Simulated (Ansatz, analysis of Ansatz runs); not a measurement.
# Al3GaN4 (Pm), nudged elastic band: H transfer from N to N (q = +1), part 5 of 5

Aim: the barrier of one jump in Al3GaN4 (Pm) at charge +1: H transfer from N to N. The model is a cell of 96 host atoms with 1 H put in; H is the atom that moves.

Ansatz 0.2.0; plane-wave PAW DFT, PBEsol; nudged elastic band between two relaxed defect structures at fixed charge in a uniform background.

So far, barrier forward (eV): step 4 (nudged elastic band, charge +1, PBEsol) 0.535; step 6 (barrier from single points, PBEsol, denser k-mesh) 0.535; step 8 (barrier from single points, r2SCAN) 0.675.

## Step 9: Single point at the top of the path, PBEsol

A single point at the top of the band gives the levels near the gap and the populations there.

This step: plane-wave PAW DFT, PBEsol; single point of a defect supercell on a structure of the PBEsol path.

File qp1.top.probe/input.yaml:

```yaml
crystal:
  lattice:
    - [10.08692303, 0.0, 0.00025291]
    - [0.0, 9.39015873, 0.0]
    - [-0.00644803, 0.0, 10.83602103]
  atoms:
    - { symbol: Al, position: [0.25126532, 0.16658717, 0.08506806] }
    - { symbol: Al, position: [0.00246398, 0.16645428, 0.41778453] }
    - { symbol: Al, position: [0.00203367, 8.307e-05, 0.16586285] }
    - { symbol: Ga, position: [0.25104505, 3.48e-05, 0.33334086] }
    - { symbol: "N", position: [0.05739302, 9.047e-05, 0.33331602] }
    - { symbol: "N", position: [0.06278926, 0.16673997, 0.08386477] }
    - { symbol: "N", position: [0.31396426, 0.16619322, 0.42191214] }
    - { symbol: "N", position: [0.313473, 4.684e-05, 0.16407584] }
    - { symbol: Al, position: [0.24910621, 0.16605831, 0.5851124] }
    - { symbol: Al, position: [0.0008705, 0.1665701, 0.91771969] }
    - { symbol: Al, position: [0.00020832, 7.633e-05, 0.66644594] }
    - { symbol: Ga, position: [0.24964772, 4.965e-05, 0.83449748] }
    - { symbol: "N", position: [0.05590457, 9.354e-05, 0.83348611] }
    - { symbol: "N", position: [0.06046885, 0.16702989, 0.58427271] }
    - { symbol: "N", position: [0.31309662, 0.16695519, 0.92134957] }
    - { symbol: "N", position: [0.31140855, 4.619e-05, 0.66429002] }
    - { symbol: Al, position: [0.25116761, 0.5000459, 0.08496546] }
    - { symbol: Al, position: [-0.0018956, 0.50010324, 0.41714876] }
    - { symbol: Al, position: [0.00374195, 0.33358951, 0.16569506] }
    - { symbol: Ga, position: [0.25361607, 0.3327377, 0.33663656] }
    - { symbol: "N", position: [0.05896522, 0.33506774, 0.33464977] }
    - { symbol: "N", position: [0.06290532, 0.50008019, 0.08341871] }
    - { symbol: "N", position: [0.32685669, 0.50007133, 0.43185469] }
    - { symbol: "N", position: [0.3131291, 0.33420537, 0.16611189] }
    - { symbol: Al, position: [0.24018174, 0.50004054, 0.59195041] }
    - { symbol: Al, position: [0.00028367, 0.50010131, 0.91763574] }
    - { symbol: Al, position: [-0.00276638, 0.33233736, 0.66653804] }
    - { symbol: Ga, position: [0.24840548, 0.33282212, 0.83552405] }
    - { symbol: "N", position: [0.05450565, 0.33351659, 0.83301606] }
    - { symbol: "N", position: [0.05596102, 0.50008406, 0.58378573] }
    - { symbol: "N", position: [0.31251737, 0.500116, 0.92118342] }
    - { symbol: "N", position: [0.30911635, 0.33345611, 0.66486088] }
    - { symbol: Al, position: [0.25126497, 0.83348589, 0.08507197] }
    - { symbol: Al, position: [0.002475, 0.83373621, 0.41778301] }
    - { symbol: Al, position: [0.00375286, 0.666573, 0.16569885] }
    - { symbol: Ga, position: [0.25362464, 0.66734611, 0.33665142] }
    - { symbol: "N", position: [0.05897533, 0.66511213, 0.33465401] }
    - { symbol: "N", position: [0.06278521, 0.83342176, 0.08386544] }
    - { symbol: "N", position: [0.31396631, 0.83400096, 0.42191056] }
    - { symbol: "N", position: [0.31313025, 0.66588957, 0.16611539] }
    - { symbol: Al, position: [0.24911004, 0.83401798, 0.5851116] }
    - { symbol: Al, position: [0.00086832, 0.83363158, 0.91771822] }
    - { symbol: Al, position: [-0.00276785, 0.6678309, 0.66653653] }
    - { symbol: Ga, position: [0.24840498, 0.66728175, 0.83551964] }
    - { symbol: "N", position: [0.05450704, 0.666675, 0.83301748] }
    - { symbol: "N", position: [0.06048055, 0.83312554, 0.58426553] }
    - { symbol: "N", position: [0.31310223, 0.83326858, 0.92134721] }
    - { symbol: "N", position: [0.30912512, 0.66663995, 0.66485802] }
    - { symbol: Al, position: [0.75187317, 0.16627014, 0.08214033] }
    - { symbol: Al, position: [0.50155089, 0.16550471, 0.41620289] }
    - { symbol: Al, position: [0.50229548, 8.29e-05, 0.16456988] }
    - { symbol: Ga, position: [0.75144045, 4.708e-05, 0.3318851] }
    - { symbol: "N", position: [0.55731075, 0.00010506, 0.33196794] }
    - { symbol: "N", position: [0.562845, 0.16584601, 0.08108928] }
    - { symbol: "N", position: [0.81453002, 0.16623969, 0.41967517] }
    - { symbol: "N", position: [0.81307103, 4.954e-05, 0.16231885] }
    - { symbol: Al, position: [0.74987557, 0.1660381, 0.58263244] }
    - { symbol: Al, position: [0.50074693, 0.16607002, 0.91601674] }
    - { symbol: Al, position: [0.50015342, 8.019e-05, 0.66483566] }
    - { symbol: Ga, position: [0.74974759, 4.677e-05, 0.8322085] }
    - { symbol: "N", position: [0.55568845, 9.656e-05, 0.83132975] }
    - { symbol: "N", position: [0.56094296, 0.16675022, 0.58217734] }
    - { symbol: "N", position: [0.81297477, 0.16673697, 0.9186166] }
    - { symbol: "N", position: [0.81134694, 4.385e-05, 0.66234091] }
    - { symbol: Al, position: [0.751989, 0.50003805, 0.08269687] }
    - { symbol: Al, position: [0.5197939, 0.5001179, 0.39661398] }
    - { symbol: Al, position: [0.50201625, 0.33151483, 0.16129035] }
    - { symbol: Ga, position: [0.75453236, 0.32967324, 0.32959006] }
    - { symbol: "N", position: [0.56025774, 0.32816656, 0.32717804] }
    - { symbol: "N", position: [0.56254555, 0.50007628, 0.08227445] }
    - { symbol: "N", position: [0.80854185, 0.50012095, 0.41810736] }
    - { symbol: "N", position: [0.81481922, 0.33310471, 0.16119177] }
    - { symbol: Al, position: [0.74785482, 0.50004721, 0.58160471] }
    - { symbol: Al, position: [0.50011214, 0.50010231, 0.91638314] }
    - { symbol: Al, position: [0.49761558, 0.32895377, 0.66668471] }
    - { symbol: Ga, position: [0.74919154, 0.33335023, 0.8330638] }
    - { symbol: "N", position: [0.55506472, 0.33380648, 0.83165235] }
    - { symbol: "N", position: [0.54732504, 0.50008914, 0.57563854] }
    - { symbol: "N", position: [0.81240861, 0.50010422, 0.91898101] }
    - { symbol: "N", position: [0.80749111, 0.33453855, 0.66164576] }
    - { symbol: Al, position: [0.75187822, 0.83381243, 0.08213728] }
    - { symbol: Al, position: [0.50154877, 0.83471033, 0.41620766] }
    - { symbol: Al, position: [0.50201307, 0.66865618, 0.16127424] }
    - { symbol: Ga, position: [0.75454841, 0.67044391, 0.3295838] }
    - { symbol: "N", position: [0.56027113, 0.67206026, 0.32715561] }
    - { symbol: "N", position: [0.56285112, 0.83432309, 0.08108148] }
    - { symbol: "N", position: [0.81454343, 0.83397522, 0.41967338] }
    - { symbol: "N", position: [0.8148258, 0.66699465, 0.16119278] }
    - { symbol: Al, position: [0.74987553, 0.83403501, 0.58263345] }
    - { symbol: Al, position: [0.50075122, 0.8341325, 0.91601187] }
    - { symbol: Al, position: [0.49761001, 0.67120028, 0.66667894] }
    - { symbol: Ga, position: [0.74918905, 0.66674164, 0.83306223] }
    - { symbol: "N", position: [0.55506174, 0.66638159, 0.83165319] }
    - { symbol: "N", position: [0.56093305, 0.8333966, 0.58217615] }
    - { symbol: "N", position: [0.81297123, 0.83347599, 0.91861145] }
    - { symbol: "N", position: [0.80749319, 0.66556296, 0.66164418] }
    - { symbol: H, position: [0.42144182, 0.50001111, 0.5244503] }
total_charge: 1
basis:
  ecutwfc: 420
  xc_grid: 2
hamiltonian:
  xc: pbesol
kpoints:
  mp_grid: { grid: [1, 1, 1], shift: [0.25, 0.25, 0.25] }
scf:
  occupations: { method: fixed }
  max_iter: 120
output:
  forces: true
  eigenvalues: true
  eigenstates: { localisation: true }
  populations: true
  write_density: true
  write_potential: true
  volumetric_format: npy
  elf: true
checkpoint:
  write: "../qp1.top.probe.run"
  compress: false
  write_wavefunctions: false
  write_every: 100000
```

Command:

```sh
$ ansatz run input.yaml --threads 32 --pin off --max-ram 84787MiB --backend cuda --events-out ev --progress --plain --runs-dir out --max-vram 78GiB
```

Numbers of over 12 decimals in the logs are rounded to 6 here.

The program printed:

```text
[...]
Crystal: 97 atoms, lattice volume = 1026.364 Å³
Basis set: ecut = 420 eV, 20007 PW (Γ), exchange–correlation on 144×128×150 points (8 copies of the dense FFT grid, shifted against one another)
Bands: 349, of which v1, the nominal top of the filled ones, is band 252 counted from 1 (251 counted from 0)
Symmetry: 1 space group operations
[...]
k-points: 1
[...]
SCF iter   1: F=—  HF=-82111.795994 eV  |F-HF|=—  |Δ(HF+E_count)|=         —  Δρ=9.89e-3  dr2=1.38e0  ethr=1.77e-3  ⟨swp⟩=4.0  Hψ=1193  notcnv=0  defer=93
[...]
SCF iter   6: F=—  HF=-82111.364854 eV  |F-HF|=—  |Δ(HF+E_count)|=   1.20e-4  Δρ=5.58e-5  dr2=4.12e-5  ethr=7.07e-8  ⟨swp⟩=2.0  Hψ=507  notcnv=0  defer=93
[...]
SCF iter   8: F=—  HF=-82111.364014 eV  |F-HF|=—  |Δ(HF+E_count)|=   4.94e-7  Δρ=6.15e-6  dr2=4.55e-7  ethr=9.95e-10  ⟨swp⟩=2.0  Hψ=508  notcnv=0  defer=93
[...]
SCF iter  10: F=-82111.364014 eV  HF=-82111.364014 eV  |F-HF|=4.37e-10  |Δ(HF+E_count)|=   4.59e-8  Δρ=7.79e-7  dr2=5.49e-9  ethr=1.98e-11  ⟨swp⟩=10.0  Hψ=2188  notcnv=0
SCF 1 converged in 10 iterations: F = -82111.364014 eV  dr2 = 5.49e-9
[...]
SCF converged after 10 iterations
[...]
--- Löwdin populations: 97 sites ---
  site symbol       q [e]
     0     Al      1.9087
     1     Al      1.9066
  [... 20 atoms left out ...]
    22      N      5.8154
  [... 1 atom left out ...]
    24     Al      1.9136
  [... 6 atoms left out ...]
    31      N      5.9339
  [... 15 atoms left out ...]
    47      N      5.9339
  [... 17 atoms left out ...]
    65     Al      1.8621
  [... 2 atoms left out ...]
    68      N      5.9449
  [... 5 atoms left out ...]
    74     Al      1.9128
  [... 2 atoms left out ...]
    77      N      5.9408
  [... 12 atoms left out ...]
    90     Al      1.9124
  [... 5 atoms left out ...]
    96      H      0.7276
  spilling = 0.005458 (of n_electrons = 504.000000)
```

Run time: 2.1 s. Hardware: 1 × NVIDIA GB200 with 32 threads of Arm Neoverse V2, shared host; peak memory 1.4 GiB; 9.3 s of CPU time.

Numbers from this step:

```
free energy : -82111.3640 eV
```

States next to the filling edge at the first k-point, on the run's own zero (eigenstates.tsv). The participation number counts the atoms that a state is spread over, of 97; bands count from 0.

| spin | band | energy (eV) | occupation | participation | largest share on | share |
| --- | --- | --- | --- | --- | --- | --- |
| both | 246 | 7.291 | 2.00 | 52.1 | N95 | 0.04 |
| both | 247 | 7.316 | 2.00 | 55.0 | N63 | 0.04 |
| both | 248 | 7.347 | 2.00 | 43.4 | N15 | 0.05 |
| both | 249 | 7.368 | 2.00 | 54.5 | N87 | 0.04 |
| both | 250 | 7.549 | 2.00 | 53.9 | N95 | 0.04 |
| both | 251 | 7.560 | 2.00 | 52.4 | N95 | 0.04 |
| both | 252 | 11.879 | 0.00 | 71.5 | N23 | 0.04 |
| both | 253 | 12.401 | 0.00 | 63.4 | Ga20 | 0.05 |
| both | 254 | 12.437 | 0.00 | 65.2 | Ga36 | 0.05 |
| both | 255 | 12.715 | 0.00 | 84.1 | Al25 | 0.02 |
| both | 256 | 12.857 | 0.00 | 81.9 | Al66 | 0.03 |

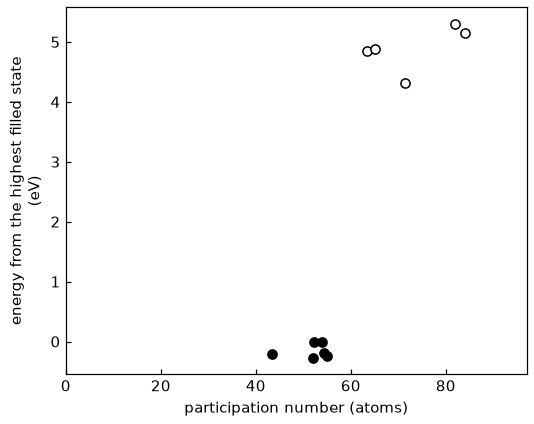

States next to the filling edge at the first k-point: energy against spread. Filled marks are occupied, open marks empty.

Under PBEsol at one point at (¼, ¼, ¼), the highest filled state is spread over 52 of 97 atoms, and the lowest empty one, 4.32 eV above it, is spread over 71 of 97 atoms.

The distance between the highest filled and the lowest empty level goes from 4.36 eV at the start to 4.32 eV at the top.

## Step 10: Results

```
barrier forward                                   : 0.53 eV
barrier backward                                  : 0.71 eV
end less start                                    : -0.18 eV
hop length                                        : 1.92 Å
band iterations, as the log counts them           : 9
barrier from single points, PBEsol, denser k-mesh : 0.54 eV
barrier from single points, r2SCAN                : 0.68 eV
```

The top of the band lies 0.53 eV above the start and 0.71 eV above the end. For hydrogen, zero-point energy and tunnelling change the rate much, so no rate follows from this barrier alone. Across functionals on this path (PBEsol 0.535 and r2SCAN 0.675 eV) the forward values spread by 0.141 eV. The order of the top as a saddle was not checked for all atoms, so a bent path could be lower. No image-charge correction is applied; it largely cancels along a path if the charge stays localised alike. Limits: one k-point off the zone centre stands for the whole zone.

[Logs are printed without paths, hosts, clocks, repeated set-up lines and the standing remarks that a program may print on its own settings, such as how far it seeks lower states.]

[Hosts, paths, dates, database ids (printed as entryN), source tags and the programs' standing remarks are cut or masked in the printed files.]
